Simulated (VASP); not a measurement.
Band structure of BaZrO$_{3}$ (space group Pm-3m). All values below come from PBE GGA, VASP's PBE PAW potentials (set 64) (plane waves; VASP).

Unless said otherwise, spin-orbit coupling is left out, though it shifts the bands of the heavy elements here.

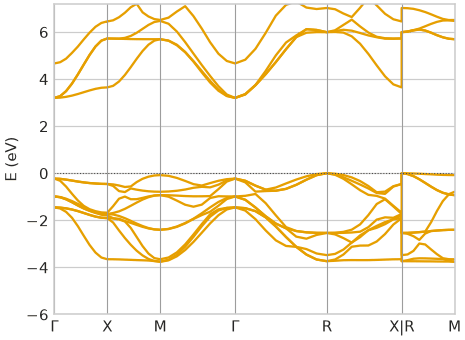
*Bands along high-symmetry lines, zero at the valence-band maximum or, without a gap, the Fermi level*

Read the plot: is there a gap, and where are the band edges?

The gap is indirect, 3.20 eV, from the valence maximum at R to the conduction minimum at Γ.

The structure is a typed BaZrO3 crystal. The cell was not relaxed at this level.
